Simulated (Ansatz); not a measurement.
# PH₂+ (singlet): correlated methods under varied settings

What do other methods and options give for PH₂+ (singlet) at this geometry, and how long do they take?

Method: the settings change from run to run; program: Ansatz 0.2.0, Gaussian basis.

15 further runs of the same task are left out: 6 that didn't finish, 9 set aside as unsound or not needed. Runs told in other sessions of the task aren't counted.

## Step 1: What is computed

The geometry is a PBE0/def2-TZVP stationary point (not a proven minimum) of the parent state, kept for this charge and spin.

3 atoms, charge 1, spin multiplicity 1.

Atoms are counted from 1 here; the program's logs count them from 0.

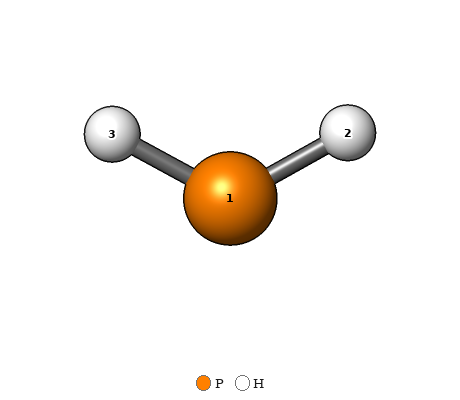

The geometry (phosphorus orange, hydrogen white); atoms are numbered from 1 in the order of the file.

## Step 2: CCSDTQ on UHF/STO-3G

in.yaml

```yaml
crystal:
  periodic: [false, false, false]
  atoms:
    - {symbol: P, position_ang: [0.000000, -0.041813, 0.000000]}
    - {symbol: H, position_ang: [0.000000, 0.642452, -1.239718]}
    - {symbol: H, position_ang: [0.000000, 0.642452, 1.239718]}
basis:
  gaussian: {orbitals: STO-3G}
total_charge: 1
magnetization: {spin_polarized: true, initial_magnetization: 0}
correlation: {method: ccsdtq, electrons: outside_noble_gas}
accuracy: high
scf: {lower_state_search: off}
```

Command:

```bash
$ ansatz run in.yaml --threads 1 --pin off --events-out ev --progress --plain --max-ram 2393MiB
```

Standard output, cut to the lines that bear on the results:

```text
Functional definition: HF
  name "HF"
  cite "Fock, Z. Phys. 61, 126 (1930) doi:10.1007/BF01340294"
  parent pbe
[...]
163 factors; integrals over basis functions are off by at most 9.0e-9 eV
[...]
mean field -9190.61239224 eV, -337.7487757939 hartree, gradient 4.3e-9 eV, S^2 0.000000; 0 other end points of the search recorded, 0 dependent functions left out
5 core orbitals not correlated: weight in the atoms' cores, before any rotation towards them, 1.000 or more for the frozen orbitals, at most 0.000 for the correlated occupied ones
reference -9190.61239224 eV, -337.7487757939 hartree; 3, 3 occupied and 3, 3 virtual orbitals, 163 factors
second order -0.92894996 eV of doubles, -0.00000000 eV of singles
cycle   1  -1.25976848 eV  change   -3.3e-1 eV  update   5.8e-2
[...]
cycle  24  -1.53071009 eV  change  -7.6e-11 eV  update  4.4e-11
Total energy: -9192.14310232 eV, -337.8050283520 hartree
Checks for a lower state left out: stability, starts, cluster_reference, orbital_swaps, neighbouring_geometries, increment
```

Run time: 6.5 s. Hardware: 1 thread of Arm Neoverse V1, shared host.

From the report: ⟨S²⟩ of the determinant 0.000 (pure singlet: 0.00); correlation -1.5307 eV; T1 0.011; largest double amplitude 0.16.

## Step 3: CCSD on RHF/def2-SVPD

in.yaml

```yaml
crystal:
  periodic: [false, false, false]
  atoms:
    - {symbol: P, position_ang: [0.000000, -0.041813, 0.000000]}
    - {symbol: H, position_ang: [0.000000, 0.642452, -1.239718]}
    - {symbol: H, position_ang: [0.000000, 0.642452, 1.239718]}
basis:
  gaussian: {orbitals: def2-SVPD}
total_charge: 1
magnetization: {spin_polarized: false}
correlation: {method: ccsd, electrons: outside_noble_gas}
scf: {lower_state_search: light}
```

Same command.

Standard output, cut to the lines that bear on the results:

```text
Functional definition: HF
  name "HF"
  cite "Fock, Z. Phys. 61, 126 (1930) doi:10.1007/BF01340294"
  parent pbe
[...]
377 factors; integrals over basis functions are off by at most 7.4e-4 eV
[...]
mean field -9290.03213045 eV, -341.4023837840 hartree, gradient 1.9e-6 eV, S^2 0.000000; 0 other end points of the search recorded, 0 dependent functions left out; unrestricted orbitals would lower it
5 core orbitals not correlated: weight in the atoms' cores, before any rotation towards them, 1.000 or more for the frozen orbitals, at most 0.000 for the correlated occupied ones
reference -9290.03213045 eV, -341.4023837840 hartree; 3, 3 occupied and 32, 32 virtual orbitals, 377 factors
second order -2.71717373 eV of doubles, -0.00000000 eV of singles
cycle   1  -3.26715685 eV  change   -5.5e-1 eV  update   6.2e-2
[...]
cycle  11  -3.54314505 eV  change   -4.9e-7 eV  update   1.9e-6
Total energy: -9293.57527550 eV, -341.5325919630 hartree
```

Wall time 0.58 s (1 thread of Arm Neoverse V1, shared host).

From the report: correlation -3.5431 eV; T1 0.013; largest double amplitude 0.13.

## Step 4: CCSDT on RHF/def2-SVPD

in.yaml, as its differences from that of step 3:

```diff
@@ -10,3 +10,5 @@
 magnetization: {spin_polarized: false}
-correlation: {method: ccsd, electrons: outside_noble_gas}
+correlation: {method: ccsdt, electrons: outside_noble_gas, diis_vectors: 1}
+accuracy: high
 scf: {lower_state_search: light}
+output: {forces: true}
```

The command is unchanged.

Standard output, cut to the lines that bear on the results:

```text
Functional definition: HF
  name "HF"
  cite "Fock, Z. Phys. 61, 126 (1930) doi:10.1007/BF01340294"
  parent pbe
[...]
689 factors; integrals over basis functions are off by at most 2.9e-9 eV
[...]
mean field -9290.03213347 eV, -341.4023838952 hartree, gradient 4.5e-8 eV, S^2 0.000000; 0 other end points of the search recorded, 0 dependent functions left out; unrestricted orbitals would lower it
5 core orbitals not correlated: weight in the atoms' cores, before any rotation towards them, 1.000 or more for the frozen orbitals, at most 0.000 for the correlated occupied ones
reference -9290.03213347 eV, -341.4023838952 hartree; 3, 3 occupied and 32, 32 virtual orbitals, 689 factors
second order -2.71718538 eV of doubles, -0.00000000 eV of singles
cycle   1  -3.26715681 eV  change   -5.5e-1 eV  update   6.5e-2
[...]
cycle  40  -3.64665325 eV  change   1.6e-11 eV  update  4.9e-10
[...]
Total energy: -9293.67878672 eV, -341.5363959302 hartree
Atom 0 at     0.000000    -0.041813     0.000000 Å, force     0.000000    -2.987285     0.000000 eV/Å
Atom 1 at     0.000000     0.642452    -1.239718 Å, force    -0.000000     1.493643     0.430691 eV/Å
Atom 2 at     0.000000     0.642452     1.239718 Å, force    -0.000000     1.493643    -0.430691 eV/Å
Dipole moment:    -0.000000     0.222550     0.000000 e Å
```

Run time: 11 s. Hardware: 1 thread of Arm Neoverse V1, shared host.

From the report: correlation -3.6467 eV; T1 0.014; largest double amplitude 0.16.

## Step 5: CCSDT(Q) on UHF/def2-SVPD

in.yaml

```yaml
crystal:
  periodic: [false, false, false]
  atoms:
    - {symbol: P, position_ang: [0.000000, -0.041813, 0.000000]}
    - {symbol: H, position_ang: [0.000000, 0.642452, -1.239718]}
    - {symbol: H, position_ang: [0.000000, 0.642452, 1.239718]}
basis:
  gaussian: {orbitals: def2-SVPD}
total_charge: 1
magnetization: {spin_polarized: true, initial_magnetization: 0}
hamiltonian: {pseudopotentials: {relativity: none}}
correlation: {method: ccsdt_q, electrons: valence}
accuracy: high
```

Same command.

Standard output, cut to the lines that bear on the results:

```text
Functional definition: HF
  name "HF"
  cite "Fock, Z. Phys. 61, 126 (1930) doi:10.1007/BF01340294"
  parent pbe
[...]
689 factors; integrals over basis functions are off by at most 2.9e-9 eV
[...]
mean field -9290.51071476 eV, -341.4199714332 hartree, gradient 3.5e-8 eV, S^2 0.735189; 8 other end points of the search recorded, 0 dependent functions left out
determinant -9290.51071476 eV, -341.4199714332 hartree, with singles and doubles -9293.55264461 eV, -341.5317602931 hartree
determinant -9289.83747100 eV, -341.3952301811 hartree, with singles and doubles -9293.04050808 eV, -341.5129396227 hartree
determinant -9290.51071476 eV, -341.4199714332 hartree, with singles and doubles -9293.57712145 eV, -341.5326598004 hartree
determinant -9289.83747100 eV, -341.3952301811 hartree, with singles and doubles -9293.05074255 eV, -341.5133157328 hartree
determinant -9290.03213347 eV, -341.4023838952 hartree, with singles and doubles -9293.58348118 eV, -341.5328935161 hartree
determinant -9290.03213347 eV, -341.4023838952 hartree, with singles and doubles -9293.57527403 eV, -341.5325919092 hartree
5 core orbitals not correlated: weight in the atoms' cores, before any rotation towards them, 1.000 or more for the frozen orbitals, at most 0.000 for the correlated occupied ones
reference -9290.51071476 eV, -341.4199714332 hartree; 3, 3 occupied and 32, 32 virtual orbitals, 689 factors
second order -2.31807903 eV of doubles, -0.00000000 eV of singles
cycle   1  -2.80145916 eV  change   -4.8e-1 eV  update   5.8e-2
[...]
cycle  37  -3.16529270 eV  change  -1.3e-10 eV  update  1.9e-10
perturbative correction -0.00476194 eV, -0.0001749981 hartree
Total energy: -9293.68076941 eV, -341.5364687927 hartree
```

It took 17 s on 1 thread of Arm Neoverse V1, shared host.

From the report: ⟨S²⟩ of the determinant 0.735 (pure singlet: 0.00); correlation -3.1701 eV; T1 0.147; largest double amplitude 0.20. The determinant of CCSDT(Q) (⟨S²⟩ 0.74) is far from a pure spin state, so its energy mixes those of several spin states; high orders of coupled cluster remove much of that, low ones don't.

## Step 6: The runs in one table

```
                    level         correlated  functions  energy (eV)    time
     CCSDTQ on UHF/STO-3G  outside noble gas         11   -9192.1431   6.5 s
    CCSD on RHF/def2-SVPD  outside noble gas         40   -9293.5753  0.58 s
   CCSDT on RHF/def2-SVPD  outside noble gas         40   -9293.6788    11 s
CCSDT(Q) on UHF/def2-SVPD            valence         40   -9293.6808    17 s
```

## Step 7: What came out

```
quantity                            value
    runs                                4
quickest    CCSD on RHF/def2-SVPD, 0.58 s
 slowest  CCSDT(Q) on UHF/def2-SVPD, 17 s
```

Total energies in different bases, with other cores or another treatment of relativity can't be set against each other. CCSDT(Q) on UHF/def2-SVPD took 28 times as long as CCSD on RHF/def2-SVPD; the jobs differ in more than the method.
